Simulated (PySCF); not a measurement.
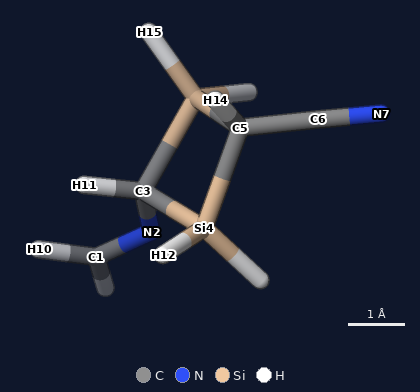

The structure as given in the input (stick view, seen at a tilt; atoms are numbered from 1 in the order of the input). Bond lengths as drawn: C–C 1.41 Å, C–H 1.08 to 1.11 Å, C–N 1.15 to 1.41 Å, C–Si 1.94 Å and H–Si 1.45 to 1.46 Å.

## NMR shielding calculation of C4H8N2Si2

- system: C4H8N2Si2
- method: GIAO PBE0/pcSseg-1 NMR shielding, non-relativistic, gas phase (PySCF 2.14.0)

The geometry comes from this level: GFN2-xTB. It belongs to a series of runs on one base structure; here: constitutional isomer. Figures and captions count atoms from 1; the log counts them from 0 in places.

### The input
```
{"job": {"kind": "nmr", "xc": "PBE0", "basis": "pcSseg-1"}, "charge": 0, "multiplicity": 1}
C      3.018359    -0.028870    -0.246006
N      1.875041    -0.048212     0.270329
C      0.710810     0.028817    -0.524513
Si    -0.566371    -1.376063    -0.134635
C     -1.891668     0.023839     0.077120
C     -2.694455    -0.049567     1.236820
N     -3.318661    -0.109470     2.197672
Si    -0.522676     1.397899     0.075262
H      3.879347    -0.090262     0.401789
H      3.205318     0.046810    -1.324508
H      0.948907     0.105939    -1.601293
H     -0.848001    -2.277017    -1.254578
H     -0.269218    -2.088081     1.098609
H     -2.550896     0.099828    -0.789032
H     -0.774956     2.465245    -0.895420
H     -0.208481     1.908109     1.400974
```

The first line tells a small driver script what to run in PySCF; the rest is the geometry in Å.

Run as:
```bash
OMP_NUM_THREADS=1 python <driver script> task.json out
```

### Log
```
coarse grid: 14680 points
cycle   1  E = -844.9407256721  dE =  9.964e-01  |g| = 5.290e-01  |ddm| = 3.821e+00
cycle   2  E = -844.7952878754  dE =  1.454e-01  |g| = 9.715e-01  |ddm| = 1.527e+00
cycle   3  E = -845.0081525587  dE = -2.129e-01  |g| = 1.689e-01  |ddm| = 9.987e-01
cycle   4  E = -845.0142292826  dE = -6.077e-03  |g| = 5.312e-02  |ddm| = 1.737e-01
cycle   5  E = -845.0147536701  dE = -5.244e-04  |g| = 2.576e-02  |ddm| = 5.888e-02
cycle   6  E = -845.0148989267  dE = -1.453e-04  |g| = 5.254e-03  |ddm| = 2.158e-02
cycle   7  E = -845.0149048989  dE = -5.972e-06  |g| = 1.288e-03  |ddm| = 4.548e-03
final grid: 133648 points
cycle   8  E = -845.0591631385  dE = -2.361e-05  |g| = 6.288e-03  |ddm| = 2.586e-02
cycle   9  E = -845.0591586848  dE =  4.454e-06  |g| = 7.527e-03  |ddm| = 1.401e-02
cycle  10  E = -845.0591731362  dE = -1.445e-05  |g| = 1.208e-03  |ddm| = 7.703e-03
cycle  11  E = -845.0591734370  dE = -3.008e-07  |g| = 3.995e-04  |ddm| = 1.074e-03
cycle  12  E = -845.0591734708  dE = -3.379e-08  |g| = 8.011e-05  |ddm| = 2.913e-04
cycle  13  E = -845.0591734719  dE = -1.100e-09  |g| = 4.023e-05  |ddm| = 9.136e-05
cycle  14  E = -845.0591734722  dE = -2.758e-10  |g| = 1.818e-05  |ddm| = 4.096e-05
```

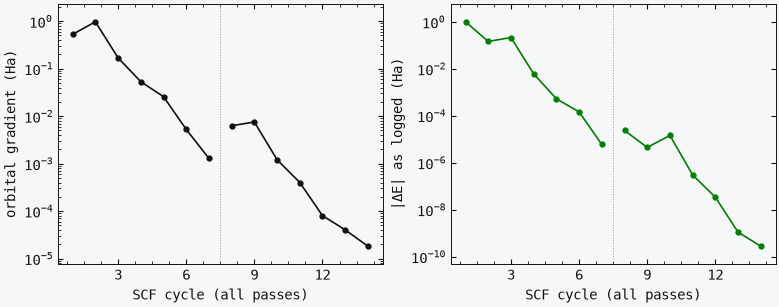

Convergence of the self-consistent field: orbital gradient and size of the energy change against the SCF cycle. The dotted line marks the change from a coarse to the final integration grid. The first 7 cycles use a coarse grid, the final grid takes over at cycle 8, and the field converges after 14 cycles in all.

```
converged SCF energy = -845.0591734722

GIAO shielding tensors (ppm)
atom      isotropic    diamagn.    paramagn.     s11        s22        s33       span
  0 C       37.907     253.598    -215.691    -57.625     60.271    111.075    168.700
  1 N     -141.394     326.957    -468.351   -526.356   -166.418    268.592    794.948
  2 C      128.346     257.672    -129.326     98.575    115.918    170.544     71.970
  3 Si     373.127     880.646    -507.519    331.146    369.217    419.016     87.870
  4 C      192.204     262.055     -69.850    176.753    192.255    207.605     30.852
  5 C       63.301     255.089    -191.788    -54.455    -50.109    294.468    348.923
  6 N      -24.241     339.528    -363.769   -189.091   -167.476    283.845    472.935
  7 Si     373.000     880.646    -507.646    330.695    369.287    419.019     88.324
  8 H       24.939      29.087      -4.148     23.048     24.133     27.636      4.588
  9 H       24.337      30.445      -6.108     21.268     24.861     26.881      5.613
 10 H       27.648      33.556      -5.908     26.847     27.186     28.910      2.064
 11 H       26.644      29.490      -2.846     23.470     24.634     31.828      8.357
 12 H       26.613      29.636      -3.023     24.197     24.981     30.661      6.464
 13 H       29.942      29.416       0.525     25.152     28.882     35.791     10.640
 14 H       26.643      29.493      -2.851     23.474     24.632     31.822      8.347
 15 H       26.610      29.638      -3.028     24.194     24.979     30.656      6.461
```

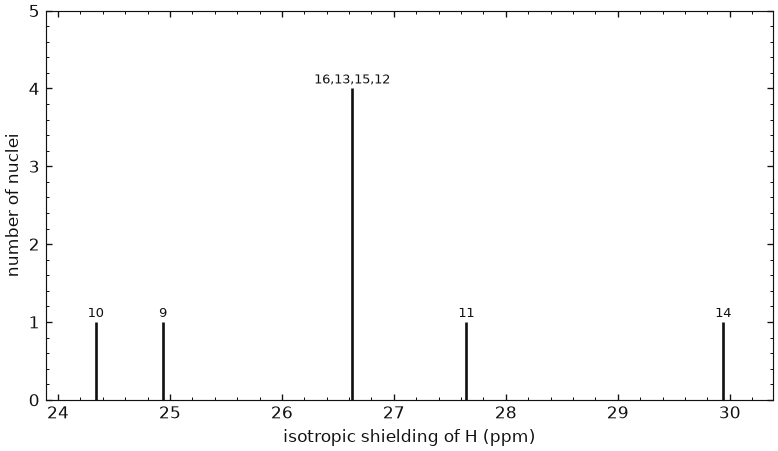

Isotropic shieldings of the hydrogen nuclei in this fixed geometry, labelled by atom number; shielding grows to the right, so chemical shift grows to the left. The least shielded is H10 (24.3 ppm), the most shielded H14 (29.9 ppm).

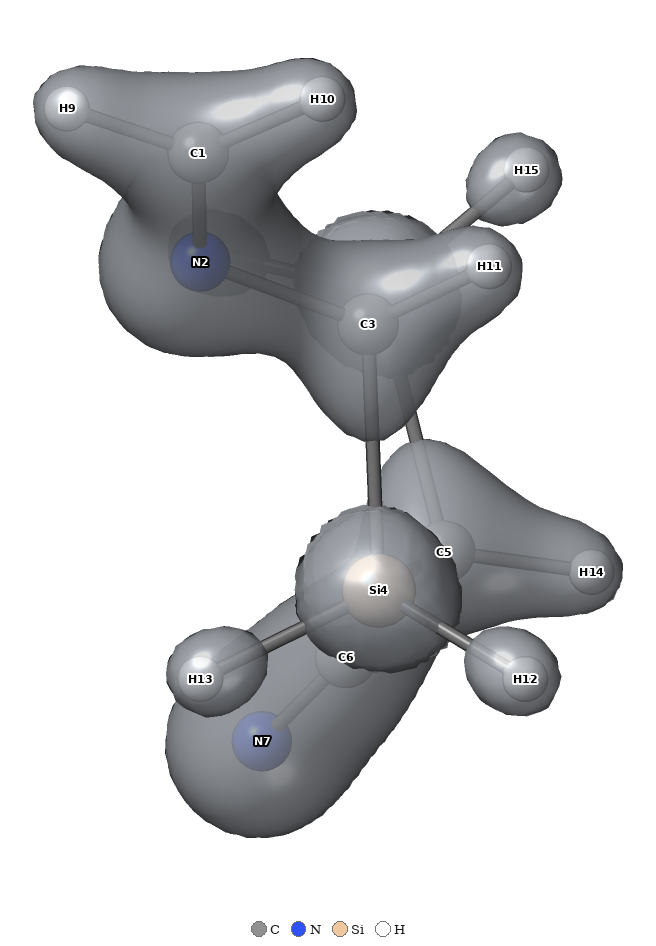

Isosurface of the electron density at 1 e/Å³ (grey), seen at an oblique angle. At this value the surface falls into eight separate pieces. It is pinched off along the C–Si (1.94 Å) contacts. On the grid the lowest density along these lines, outside the cores, is 3.3 e/Å³ (C–N, 1.15 Å), 1.9 e/Å³ (C–C, 1.41 Å), 0.73 e/Å³ (C–Si, 1.94 Å) and 1.9 e/Å³ (C–H, 1.08 Å).

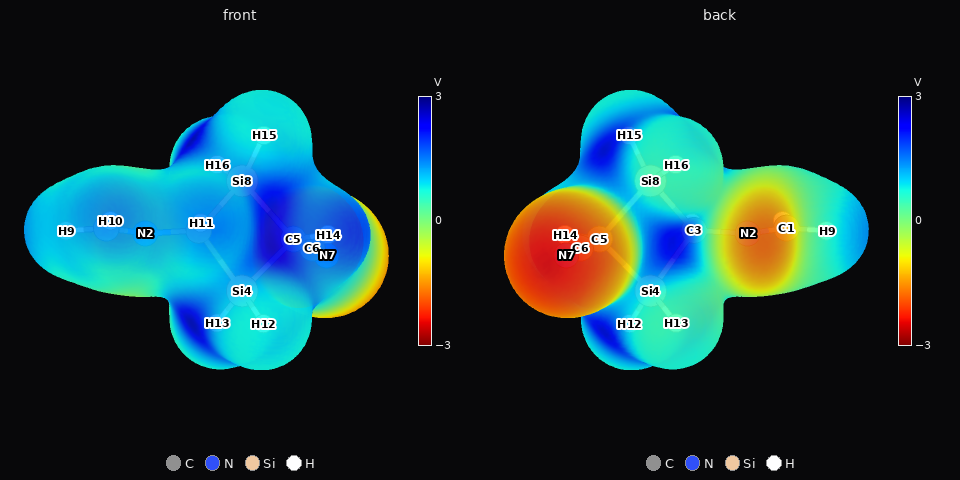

The molecular electrostatic potential painted on the density surface at 0.004 e/bohr³, seen at a tilt and from behind; red is negative and blue positive. Its dipole moment is 5.67 D.

### Results in brief

- outcome: converged
- total energy: −845.059173 hartree
- HOMO: −7.44 eV
- LUMO: −0.81 eV
- dipole moment: 5.67 D
- isotropic shielding, C: 37.9 to 192.2 ppm
- isotropic shielding, N: −141.4 to −24.2 ppm
- isotropic shielding, Si: 373.0 to 373.1 ppm
- isotropic shielding, H: 24.3 to 29.9 ppm
- hardware: 1 CPU thread, shared host
- wall time: 70 s
- peak memory: 0.84 GiB
